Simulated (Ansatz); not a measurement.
# Fields on a plane of BP (zinc blende)

```yaml
crystal:
  lattice:
    - [0.00000, 2.26828, 2.26828]
    - [2.26828, 0.00000, 2.26828]
    - [2.26828, 2.26828, 0.00000]
  atoms:
    - { symbol: P, position: [0.75000, 0.75000, 0.75000] }
    - { symbol: B, position: [0.00000, 0.00000, 0.00000] }
```

The slice is a {111} plane (indices of the conventional cell) through the point (0.000, 0.000, 0.000) (fractional), spanned by u = [100] and v = [-1 2 0] in vectors of this cell: u (3.21 Å) and v (5.56 Å, at 90° to u). It covers one period; positions are fractions (u, v).

Atoms on it: B at (0.00, 0.00); B at (0.50, 0.50). Other atoms lie within 1 Å of the plane.

The numbers are results of r2SCAN (plane waves to 500 eV, PAW, scalar-relativistic; Ansatz, a first-principles code), not measurements. k mesh 12×12×12. Inside the PAW spheres the values are not all-electron values, and peaks at nuclei hang on which shells count as valence. BP was relaxed with its symmetry unable to fall.

```
|668899999988888877777788888899999988|
|889999999999998888888888999999999999|
|999999999999999999889999999999999999|
|888888889999999999889999999999888888|
|667777778888999988888899998888777777|
|555566667788888888888888888877666655|
|334444556677888899999988887766554444|
|222233445566888899999988886655443322|
|001122335566778899999988776655332211|
|000011334466778899999988776644331100|
|000011224466778899999988776644221100|
|000011334466778899999988776644331100|
|112222445566889999999999886655442222|
|333344556677889999999999887766554433|
|445555667788998877777788998877665555|
|666666778899999977447799999988776666|
|777788888899999988668899999988888877|
|888888999999999999889999999999998888|
|889999999999999999999999999999999999|
|889999999999888888888888889999999999|
|888899998888777777667777778888999988|
|888888888877666655555566667788888888|
|999988887766554444334444556677888899|
|999988886655443322222233445566888899|
|999988776655332211001122335566778899|
|999988776644331100000011334466778899|
|999988776644221100000011224466778899|
|999988776644331100000011334466778899|
|999999886655442222112222445566889999|
|999999887766554433333344556677889999|
|777788998877665555445555667788998877|
|447799999988776666666666778899999977|
```
Scale: ten equal steps from -1.21 (start of '0') to -0.10 (end of '9'), in the order '0123456789'. Values: log₁₀ of the valence density in e/Å³. The map has 18 points along u (two characters each, u = 0 at the left) and 32 along v (v = 0 in the bottom row). The scale is logarithmic, as a density can span decades between atoms and voids.

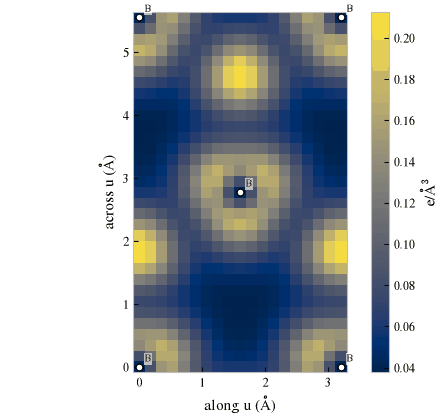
Figure: Density of the lowest conduction band (whole band as if filled, smooth part) in e/Å³, one period of the plane, atoms marked.
